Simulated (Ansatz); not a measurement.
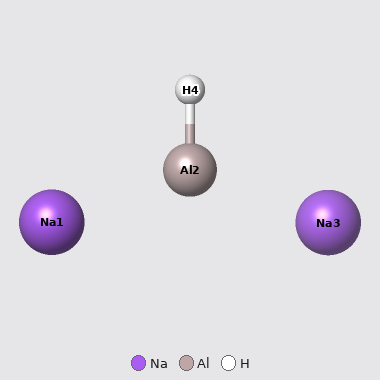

The system is AlHNa2; the picture shows the grid point nearest to the relaxed geometry. 
- Two internal coordinates are moved rigidly from the geometry relaxed at PBE0-D4/def2-TZVP, all others fixed.
- First axis: bond Al2–H4. Second axis: angle Na3–Al2–Na1.
- The grid has 7 × 7 points.
- Points are written as (first, second).
- Energies are in eV, from the lowest grid point.
- These are results of Ansatz, RKS PBE-D4/def2-TZVPP, not measurements.

Its coordinates:

```xyz
4

Na   -2.6877    0.4871   -1.0072
Al    0.0557    0.0980    0.0033
Na    1.7674   -2.1076    0.9539
H     0.8418    1.4816    0.0488
```

Range: bond Al2–H4 from 1.345 to 2.378 Å; angle Na3–Al2–Na1 from 108.5 to 168.5°.

### Predict the map.

The lowest grid point is at (1.592 Å, 138.5°). The bottom of the well lies between grid points, at about (1.650 Å, 139°), about 0.02 eV lower on the interpolated surface. It is the only kind of minimum in the scanned range. The highest grid point, (2.378 Å, 108.5°), lies 1.23 eV above the lowest.

```
angle Na3–Al2–Na1 ↓, bond Al2–H4 →  1.345  1.445  1.592  1.764  1.955  2.160  2.378
                             168.5   0.84   0.39   0.10   0.09   0.26   0.56   0.92
                             158.5   0.78   0.33   0.05   0.06   0.25   0.57   0.95
                             148.5   0.72   0.28   0.01   0.04   0.25   0.58   0.97
                             138.5   0.70   0.26   0.00   0.03   0.26   0.61   1.01
                             128.5   0.69   0.26   0.01   0.05   0.29   0.65   1.06
                             118.5   0.72   0.29   0.05   0.10   0.34   0.71   1.13
                             108.5   0.77   0.35   0.12   0.17   0.43   0.81   1.23
```

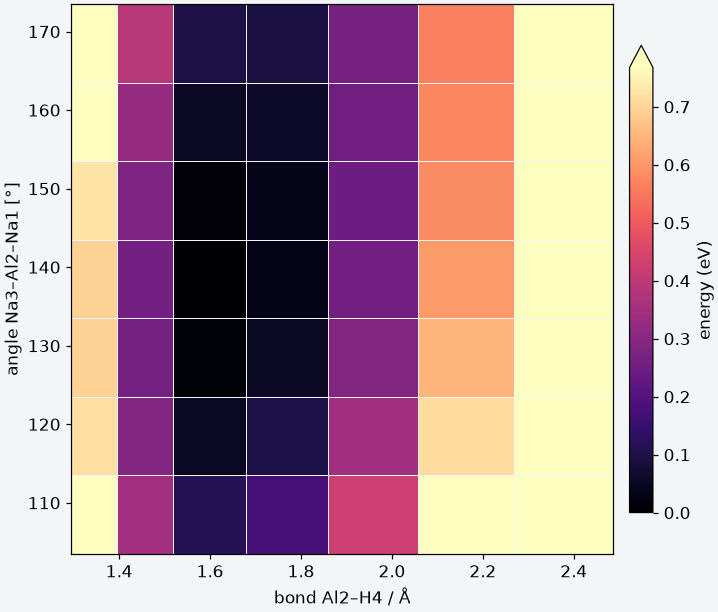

Drawn: one coloured cell a grid point, one colour for all values above the top of the scale.

Each point was launched as `ansatz run in.yaml --threads 2 --pin off --events-out ev --progress --plain --max-ram 4352MiB`.
